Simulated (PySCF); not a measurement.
C₅H₈, SMILES `CC1=C(C)C1`.

Method: HF/6-311G**; geometry: GFN2-xTB; program: PySCF. No frequency check shows the geometry to be a minimum. Without diffuse functions Rydberg states are missing, so the states' numbers hold for this basis only.

Cartesian coordinates (Å):

```
C1       1.9599   -0.6398    0.0001
C2       0.6500    0.0214   -0.0004
C3      -0.6499    0.0214    0.0004
C4      -1.9598   -0.6398   -0.0001
C5      -0.0002    1.3794    0.0000
H6       2.5294   -0.3418   -0.8811
H7       2.5293   -0.3415    0.8815
H8       1.8450   -1.7226   -0.0007
H9      -1.8449   -1.7226    0.0008
H10     -2.5291   -0.3422   -0.8815
H11     -2.5293   -0.3418    0.8811
H12      0.0006    1.9786    0.9062
H13     -0.0005    1.9785   -0.9064
```

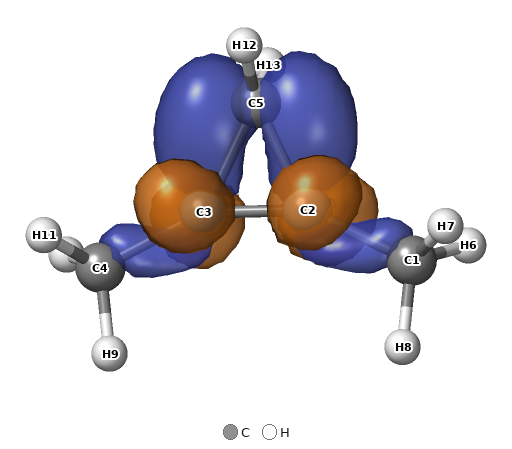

Unrelaxed difference density of S₂ less the ground state (TDHF singlet states), ±0.05 e/Å³; orange: gain, blue: loss.

**How does the charge move on excitation?**

0.73 e is displaced in all, of which about 0.4 e passes between atoms: C5 (0.33 e) loses electrons and C2 and C3 (0.15 e each) gain them. The state: 7.79 eV (159 nm), f = 0.006; the leading pair carries 95 %; hole on C5 (40 %), C2 and C3 (18 % each) and C1 and C4 (6 % each), electron on C2 and C3 (33 % each) and C1, C4 and C5 (7 % each); their centroids lie 0.6 Å apart.

Cost of the run: 2.8 min on 1 thread of Intel(R) Xeon(R) Platinum 8375C CPU @ 2.90GHz (Ice Lake), on a shared host, peak memory 0.46 GiB.
